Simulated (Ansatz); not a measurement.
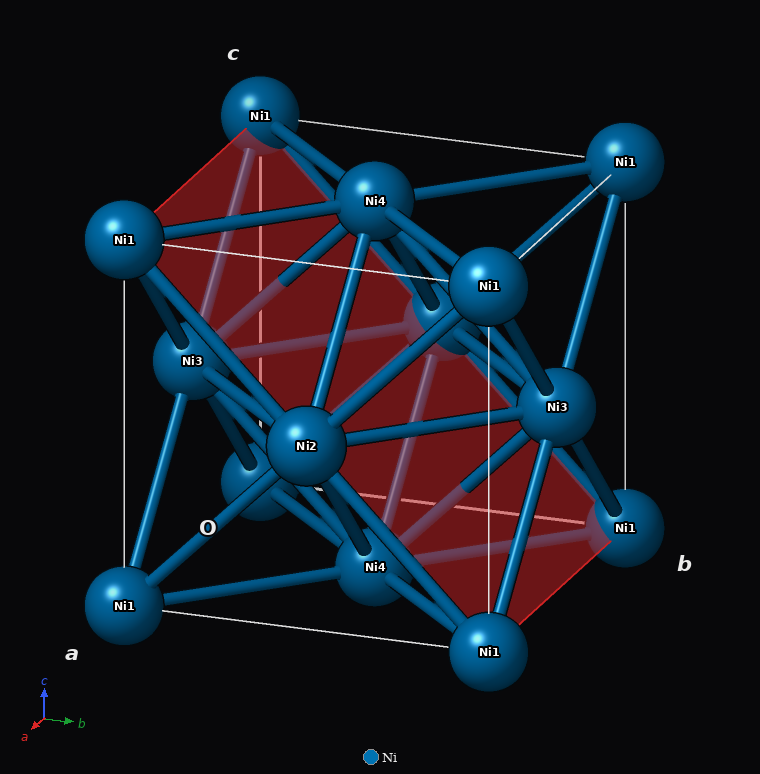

Crystal: Ni, the input geometry of an electronic-structure calculation (not necessarily at equilibrium). The shaded plane is a symmetry element of the crystal. All values are computed from the atomic coordinates in the standard setting (tolerance 0.002 Å).

a = 3.424 Å, b = 3.424 Å, c = 3.424 Å, α = 90.00°, β = 90.00°, γ = 90.00°.

```
atom       x       y       z
 Ni1  0.0000  0.0000  0.0000
 Ni2  0.0000  0.5000  0.5000
 Ni3  0.5000  0.0000  0.5000
 Ni4  0.5000  0.5000  0.0000
```

Q: Is it a mirror or a glide plane, and what is the operation?

A: It is a mirror plane, parallel to (0 1 1), through (1/2, 1/2, 1/2): x, y, z → x, −z+1, −y+1.

Q: Onto which atom does it carry each atom (up to whole multiples of a, b and c)?

A: Ni1 → Ni1, Ni2 → Ni2, Ni3 → Ni4, Ni4 → Ni3.
